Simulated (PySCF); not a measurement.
BP (triplet)

| atom | x (Å) | y (Å) | z (Å) |
| --- | --- | --- | --- |
| B | 0.0000 | 0.0000 | -1.2845 |
| P | 0.0000 | 0.0000 | 0.4565 |

These are results of PBE0/cc-pVTZ(-PP), non-relativistic Hamiltonian with scalar-relativistic core potentials where named, at a bond length of 1.741 Å in PySCF, not measurements.

Question: What can the converged electron density, electron localisation function and spin density tell about the bonding?

Answer: B–P (1.74 Å): ρ is about 1.2 e/Å³ halfway; the ELF peaks at about 0.90 between the atoms (a covalent bond).
The unpaired spin (2 electrons) lies mostly on B1 (about 1.2) and P2 (about 0.8), in electrons by Hirshfeld's partition.

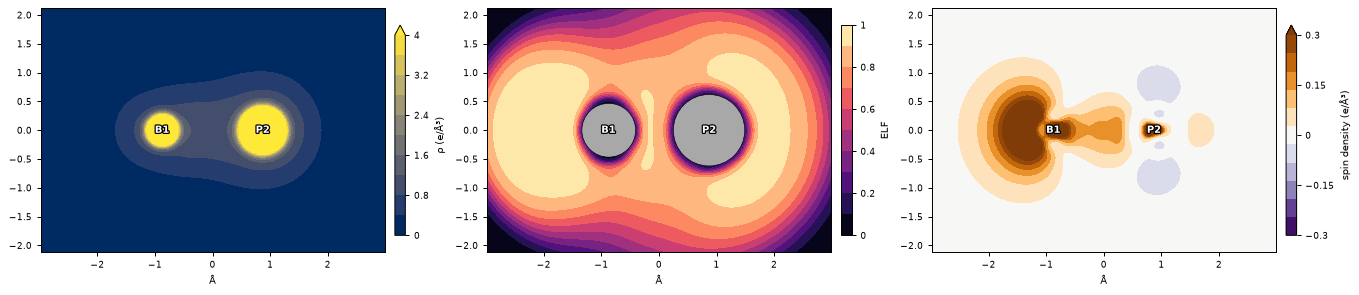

Computed electron density, electron localisation function and spin density on a plane that holds the molecular axis, in this order. Grey discs cover the atomic cores in the ELF map. 
